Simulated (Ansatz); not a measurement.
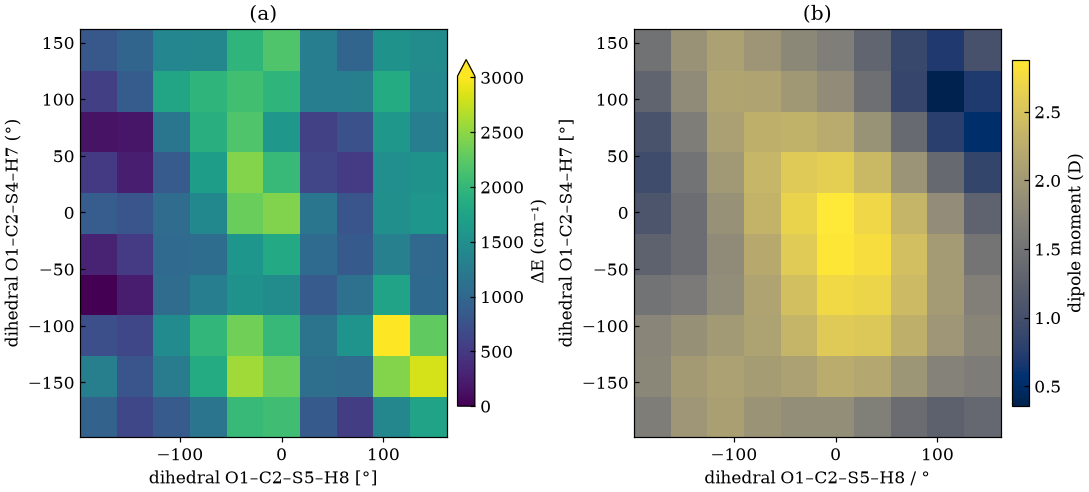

CH₃FOS₂, SMILES OC(F)(S)S. 
- Coordinates scanned: (1) dihedral O1–C2–S5–H8; (2) dihedral O1–C2–S4–H7.
- Nothing is relaxed (all other coordinates rigid).
- The scan uses a 10 × 10 grid.
- Points are written as (first, second).
- Energies are in cm⁻¹, from the lowest grid point.
- Theory: RKS r2SCAN-D4/def2-SVP in Ansatz.

Panel (a) is the energy and panel (b) the computed dipole moment on the same grid.

In the figure: one coloured cell a grid point, one colour for all values above the top of the scale.

Question: How does the dipole moment vary over the map, and what is it at the lowest grid point?

Answer: Leaving out the highest fifth of the energies, it runs from 0.35 D at (108°, 108°) to 2.87 D at (0°, −36°). At the lowest grid point, (−180°, −72°), it is 1.51 D.

```csv
"dihedral O1–C2–S4–H7 ↓, dihedral O1–C2–S5–H8 →",−180,−144,−108,−72,−36,0,36,72,108,144
144,1.49,1.91,2.11,1.96,1.78,1.65,1.31,0.88,0.71,1.03
108,1.30,1.82,2.14,2.13,1.99,1.83,1.45,0.87,0.35,0.70
72,1.06,1.65,2.08,2.28,2.30,2.23,1.91,1.38,0.77,0.52
36,0.97,1.50,2.00,2.35,2.58,2.63,2.38,1.93,1.37,0.85
0,1.08,1.41,1.90,2.32,2.68,2.88,2.72,2.34,1.84,1.27
−36,1.27,1.43,1.82,2.21,2.59,2.87,2.79,2.46,2.03,1.53
−72,1.51,1.60,1.85,2.13,2.47,2.74,2.70,2.40,2.03,1.67
−108,1.75,1.89,2.00,2.11,2.34,2.58,2.55,2.27,1.97,1.74
−144,1.77,2.02,2.11,2.05,2.10,2.24,2.18,1.95,1.71,1.63
−180,1.64,1.97,2.08,1.93,1.85,1.86,1.66,1.41,1.25,1.35
```
